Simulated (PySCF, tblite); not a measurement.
# C₄HF₃O₂: geometry, infrared bands and NMR shifts

Wanted: the infrared bands and NMR shifts of C₄HF₃O₂ (`C#CC(=O)OC(F)(F)F`), by calculation.

Programs: tblite 0.8.0 and PySCF 2.14.0, with density-fitted response routines of our own. Each step states its level of theory. These are calculated values for one molecule in the gas phase, unless marked as measured. Atoms count from 0, in the outputs and in this text.

## Step 1: Starting geometry

10 atoms, charge 0, multiplicity 1; geometry from: force field or distance geometry start.

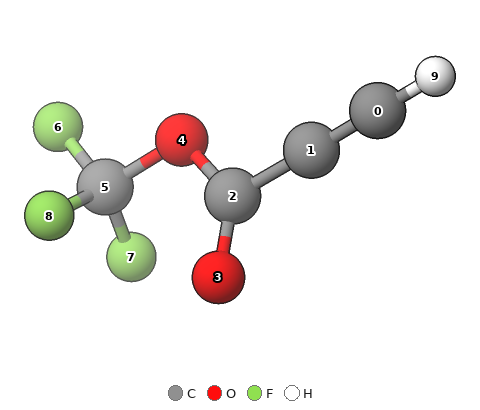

The starting geometry (carbon grey, oxygen red, fluorine green, hydrogen white), atoms numbered.

## Step 2: Relaxing the molecule with GFN2-xTB

What the job is given:

```
{"job": {"kind": "relax", "xc": "GFN2-xTB", "basis": "xTB"}, "charge": 0, "multiplicity": 1}
C      2.926100     0.042600     0.117800
C      1.740700    -0.061800    -0.132300
C      0.347400    -0.205100    -0.410500
O     -0.032500    -0.699400    -1.468200
O     -0.419600     0.283400     0.590300
C     -1.787700     0.147100     0.284800
F     -2.486000     0.657400     1.322000
F     -2.111800     0.850500    -0.810600
F     -2.121600    -1.150800     0.152800
H      3.953900     0.140700     0.331300
```

Command:

```sh
OMP_NUM_THREADS=1 python probes_run.py task.json out
```

One launch serves the whole session: the jobs run in the order shown.

The log of the run:

```text
step      E/eV     max force
  0    -852.59545    3.075
  1    -852.66941    4.629
  2    -852.77841    2.530
  3    -852.78536    2.223
  4    -852.82273    0.247
  5    -852.82665    0.196
  6    -852.83236    0.247
  7    -852.83479    0.191
  8    -852.83820    0.214
  9    -852.84267    0.303
 10    -852.84706    0.290
 11    -852.84979    0.139
 12    -852.85099    0.087
 13    -852.85171    0.119
 14    -852.85243    0.143
 15    -852.85294    0.101
 16    -852.85326    0.044
 17    -852.85351    0.046
 18    -852.85376    0.055
 19    -852.85404    0.060
 20    -852.85442    0.064
 21    -852.85505    0.090
 22    -852.85605    0.129
 23    -852.85726    0.128
 24    -852.85807    0.072
 25    -852.85832    0.035
 26    -852.85840    0.031
 27    -852.85848    0.027
 28    -852.85852    0.021
 29    -852.85853    0.009
```

Run time: 0.22 s. Hardware: 1 thread of Arm Neoverse N1, shared host.

Step by step:

| step | energy from step 0 (eV) | largest force (eV/Å) |
| --- | --- | --- |
| 0 | 0.0000 | 3.0752 |
| 1 | -0.0740 | 4.6287 |
| 2 | -0.1830 | 2.5302 |
| 3 | -0.1899 | 2.2226 |
| 4 | -0.2273 | 0.2467 |
| 5 | -0.2312 | 0.1959 |
| 6 | -0.2369 | 0.2468 |
| 7 | -0.2393 | 0.1912 |
| 8 | -0.2428 | 0.2140 |
| 9 | -0.2472 | 0.3027 |
| 10 | -0.2516 | 0.2904 |
| 11 | -0.2543 | 0.1394 |
| 12 | -0.2555 | 0.0868 |
| 13 | -0.2563 | 0.1192 |
| 14 | -0.2570 | 0.1426 |
| 15 | -0.2575 | 0.1008 |
| 16 | -0.2578 | 0.0438 |
| 17 | -0.2581 | 0.0464 |
| 18 | -0.2583 | 0.0546 |
| 19 | -0.2586 | 0.0601 |
| 20 | -0.2590 | 0.0637 |
| 21 | -0.2596 | 0.0900 |
| 22 | -0.2606 | 0.1286 |
| 23 | -0.2618 | 0.1281 |
| 24 | -0.2626 | 0.0722 |
| 25 | -0.2629 | 0.0354 |
| 26 | -0.2629 | 0.0315 |
| 27 | -0.2630 | 0.0270 |
| 28 | -0.2631 | 0.0209 |
| 29 | -0.2631 | 0.0088 |

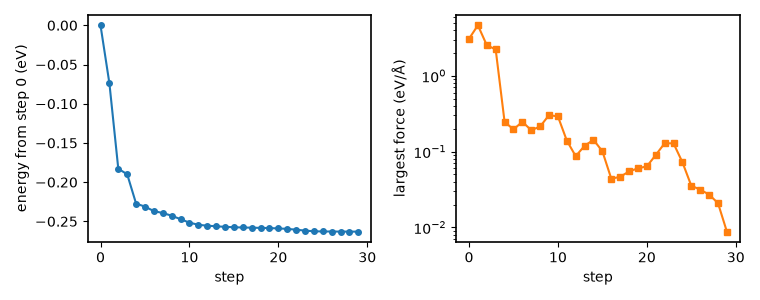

Energy and force, step by step.

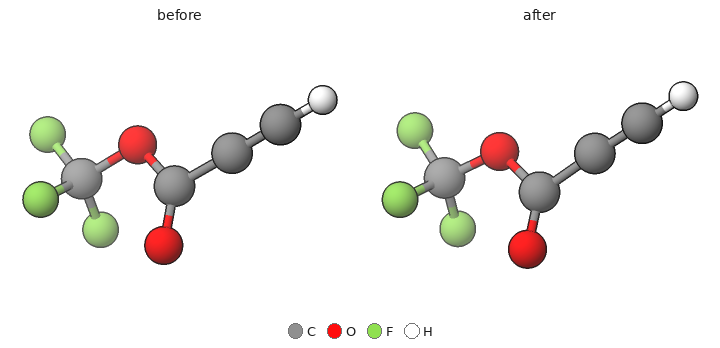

The geometry before (left) and after (right).

Distances of close pairs at the start and the end, largest changes first:

| bond | before (Å) | after (Å) | change (Å) |
| --- | --- | --- | --- |
| O4–C5 | 1.408 | 1.342 | -0.066 |
| C2–O4 | 1.352 | 1.399 | +0.046 |
| C2–O3 | 1.228 | 1.186 | -0.042 |
| C5–F6 | 1.350 | 1.328 | -0.023 |
| C0–C1 | 1.216 | 1.200 | -0.016 |
| C5–F8 | 1.347 | 1.332 | -0.015 |
| C5–F7 | 1.342 | 1.332 | -0.010 |
| C1–C2 | 1.428 | 1.431 | +0.003 |

The next job starts from the end point, and lists it.

## Step 3: Infrared spectrum with GFN2-xTB

What the job is given:

```
{"job": {"kind": "ir", "xc": "GFN2-xTB", "basis": "xTB"}, "charge": 0, "multiplicity": 1}
C      2.914772     0.063816     0.159745
C      1.757142    -0.067906    -0.128976
C      0.396232    -0.255601    -0.530567
O     -0.001493    -0.739510    -1.537533
O     -0.440675     0.234465     0.477237
C     -1.769888     0.157716     0.306647
F     -2.355876     0.677153     1.378812
F     -2.204409     0.839208    -0.751549
F     -2.212059    -1.091755     0.178637
H      3.925137     0.187068     0.425019
```

The log of the run:

```text
mode    cm-1     km/mol
  1      55.0      1.25
  2      83.3      0.16
  3     103.2      0.27
  4     169.6      0.49
  5     239.4      0.05
  6     341.6      0.51
  7     395.6      0.86
  8     398.6     30.74
  9     491.0      4.99
 10     555.1     15.07
 11     573.7     37.81
 12     634.8      4.04
 13     637.1      6.23
 14     694.4     22.70
 15     739.7     67.63
 16     849.9     80.67
 17     916.5     17.78
 18    1054.7    674.57
 19    1084.9    454.02
 20    1124.2    324.61
 21    1160.2    444.67
 22    1826.3    425.86
 23    2248.9    107.73
 24    3368.4     25.43
```

It took 0.37 s on 1 thread of Arm Neoverse N1, shared host.

Which atoms move in the most intense modes:

| cm⁻¹ | km/mol | atoms |
| --- | --- | --- |
| 740 | 67.6 | H9 44 %, C2 39 % |
| 850 | 80.7 | O4 42 %, F8 18 %, F7 18 % |
| 1055 | 674.6 | C2 62 %, O4 21 % |
| 1085 | 454.0 | C5 76 %, F7 12 %, F8 12 % |
| 1124 | 324.6 | C5 73 %, F6 15 % |
| 1160 | 444.7 | C5 69 %, O4 17 % |
| 1826 | 425.9 | C2 61 %, O3 38 % |
| 2249 | 107.7 | C1 58 %, C0 31 % |

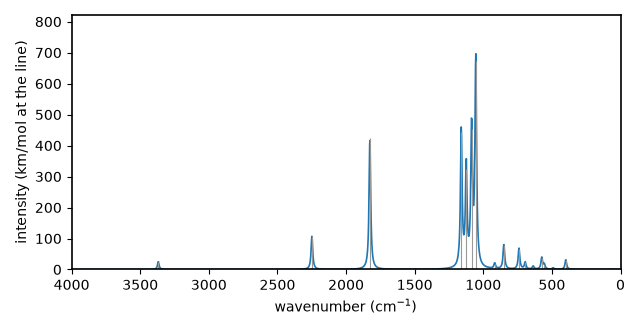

The infrared spectrum from these modes, unscaled. Lines are broadened to a width of 14 cm⁻¹ (Lorentzian).

## Step 4: NMR shieldings: PBE0/pcSseg-1

Settings changed since step 3:

```diff
@@ -1,2 +1,2 @@
-{"job": {"kind": "ir", "xc": "GFN2-xTB", "basis": "xTB"}, "charge": 0, "multiplicity": 1}
+{"job": {"kind": "nmr", "xc": "PBE0", "basis": "pcSseg-1"}, "charge": 0, "multiplicity": 1}
 C      2.914772     0.063816     0.159745
```

Level: GIAO PBE0/pcSseg-1 NMR shielding, non-relativistic, gas phase.

The log of the run:

```text
coarse grid: 10400 points
cycle   1  E = -601.8919294883  dE =  1.958e+00  |g| = 1.270e+00  |ddm| = 3.138e+00
cycle   2  E = -601.3335273186  dE =  5.584e-01  |g| = 2.209e+00  |ddm| = 2.481e+00
cycle   3  E = -602.1442484256  dE = -8.107e-01  |g| = 4.277e-01  |ddm| = 1.878e+00
cycle   4  E = -602.1771509292  dE = -3.290e-02  |g| = 8.706e-02  |ddm| = 3.230e-01
cycle   5  E = -602.1782782321  dE = -1.127e-03  |g| = 2.433e-02  |ddm| = 6.099e-02
cycle   6  E = -602.1783866324  dE = -1.084e-04  |g| = 1.174e-02  |ddm| = 2.536e-02
cycle   7  E = -602.1784167460  dE = -3.011e-05  |g| = 4.343e-03  |ddm| = 9.194e-03
cycle   8  E = -602.1784209274  dE = -4.181e-06  |g| = 9.448e-04  |ddm| = 3.066e-03
final grid: 107432 points
cycle   9  E = -602.2725860451  dE = -2.579e-05  |g| = 1.298e-02  |ddm| = 4.053e-02
cycle  10  E = -602.2725327866  dE =  5.326e-05  |g| = 2.164e-02  |ddm| = 2.311e-02
cycle  11  E = -602.2726134265  dE = -8.064e-05  |g| = 3.111e-03  |ddm| = 1.610e-02
cycle  12  E = -602.2726150978  dE = -1.671e-06  |g| = 2.844e-04  |ddm| = 2.021e-03
cycle  13  E = -602.2726151057  dE = -7.806e-09  |g| = 2.033e-04  |ddm| = 2.676e-04
cycle  14  E = -602.2726151125  dE = -6.869e-09  |g| = 5.026e-05  |ddm| = 1.247e-04
cycle  15  E = -602.2726151129  dE = -4.259e-10  |g| = 2.744e-05  |ddm| = 4.703e-05
converged SCF energy = -602.2726151129

GIAO shielding tensors (ppm)
atom      isotropic    diamagn.    paramagn.     s11        s22        s33       span
  0 C       97.457     256.416    -158.959     21.206     40.892    230.272    209.065
  1 C      110.197     248.112    -137.915     12.800     25.009    292.782    279.982
  2 C       36.904     251.264    -214.360    -77.270     67.282    120.700    197.970
  3 O     -155.361     401.624    -556.984   -452.761   -298.883    285.562    738.323
  4 O       73.449     405.760    -332.311    -67.675    107.364    180.656    248.331
  5 C       58.208     235.212    -177.004     54.070     60.262     60.291      6.221
  6 F      244.127     468.870    -224.743    187.257    191.333    353.791    166.535
  7 F      241.365     470.968    -229.603    179.061    200.708    344.325    165.265
  8 F      241.388     470.985    -229.597    179.061    200.768    344.334    165.273
  9 H       29.022      32.069      -3.047     24.543     24.745     37.777     13.234
```

It took 27 s on 1 thread of Arm Neoverse N1, shared host; peak memory 0.71 GiB.

The references, computed at this level on geometries of the same kind, shield at (ppm): ¹H TMS 31.72, ¹³C TMS 186.9, ¹⁹F CFCl3 170.9, ¹⁷O H2O 336.1. Their shielding less the atom's gives the shift. The references are single molecules in the gas phase, so shifts against H2O, NH3, PH3, H3PO4 or CFCl3 are not on the usual liquid scales and can be off by tens of ppm. Atoms listed in one row are averaged.

| atoms | environment | σ (ppm) | δ (ppm) | δ scaled to CDCl3 |
| --- | --- | --- | --- | --- |
| C2 | ester carbonyl carbon | 36.9 | 150.0 | 144.5 |
| C5 | CF3 carbon | 58.2 | 128.7 | 123.7 |
| C0 | terminal alkyne carbon | 97.5 | 89.5 | 85.4 |
| C1 | alkyne carbon | 110.2 | 76.7 | 73.0 |
| H9 | hydrogen on a terminal alkyne carbon | 29.02 | 2.70 | 2.65 |
| O3 | ester carbonyl oxygen | -155.4 | 491.4 | – |
| O4 | ester alkoxy oxygen | 73.4 | 262.6 | – |
| F6, F7, F8 | fluorine of an OCF3 group | 242.3 | -71.3 | – |

The scaled column applies a straight-line fit of computed shieldings to shifts measured in CDCl3, and one for carbons that bear F (root-mean-square error 0.16 ppm for H, 1.9 ppm for C).

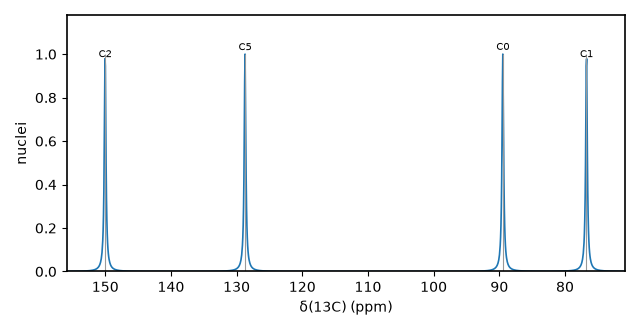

¹³C lines at the computed shifts, without couplings. Lines are broadened to a width of 0.29 ppm (Lorentzian).

Charges from the same density, by scheme (e):

| atoms | Mulliken | IAO | Hirshfeld | ESP fit |
| --- | --- | --- | --- | --- |
| C0 | -0.18 | -0.12 | -0.03 | -0.14 |
| C1 | 0.27 | -0.07 | -0.04 | -0.33 |
| C2 | 0.38 | 0.52 | 0.23 | 0.94 |
| O3 | -0.31 | -0.36 | -0.20 | -0.47 |
| O4 | -0.47 | -0.35 | -0.12 | -0.41 |
| C5 | 0.97 | 0.96 | 0.32 | 0.66 |
| F6, F7, F8 | -0.25 | -0.27 | -0.09 | -0.18 |

ESP fit charges:

| atom | value (e) |
| --- | --- |
| C0 | -0.14 |
| C1 | -0.33 |
| C2 | 0.94 |
| O3 | -0.47 |
| O4 | -0.41 |
| C5 | 0.66 |
| F6 | -0.17 |
| F7 | -0.18 |
| F8 | -0.18 |
| H9 | 0.28 |

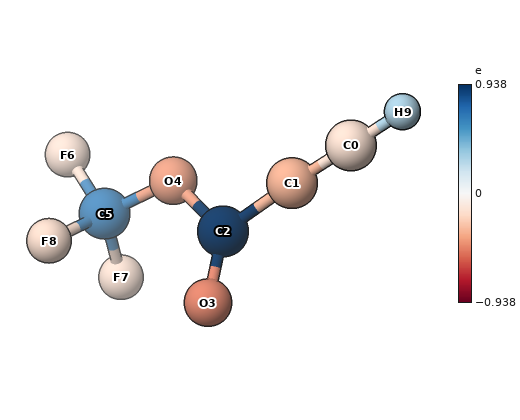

ESP fit charges, as colours on the atoms.

Mayer bond orders: C0–C1 2.35, C1–C2 0.99, C2–O3 2.03, C2–O4 0.93, O4–C5 1.01, C5–F6 1.07, C5–F7 1.04, C5–F8 1.04.

## Step 5: Outcome

| quantity | value |
| --- | --- |
| strongest single infrared mode (GFN2-xTB) | 1055 cm⁻¹, 675 km/mol |
| zero-point energy (GFN2-xTB) | 28.2 kcal/mol |
| ¹³C shifts against TMS (PBE0/pcSseg-1) | 150.0, 128.7, 89.5, 76.7 ppm |
| ¹H shifts against TMS (PBE0/pcSseg-1) | 2.70 ppm |
| ¹⁷O shifts against H2O (PBE0/pcSseg-1) | 491.4, 262.6 ppm |
| ¹⁹F shifts against CFCl3 (PBE0/pcSseg-1, means over atoms taken as alike) | -71.3 ppm |

In words: The optimisation took 29 steps and gained 0.263 eV; among the close pairs (by a distance rule), O4–C5 changed most, from 1.408 to 1.342 Å. All 24 modes are real, so the xTB geometry is a minimum. The strongest single mode, at 1055 cm⁻¹, moves mainly C2. Unscaled tight-binding wavenumbers are off by several per cent, some by more. Its intensities can rank the bands wrongly. The most deshielded carbon is C2 (ester carbonyl carbon), at 150.0 ppm: it is a carbonyl in resonance with an O or N lone pair, the region of acids, esters and amides. At PBE0/pcSseg-1: The largest span, 738 ppm, is at O3, where the paramagnetic term is -557 ppm.
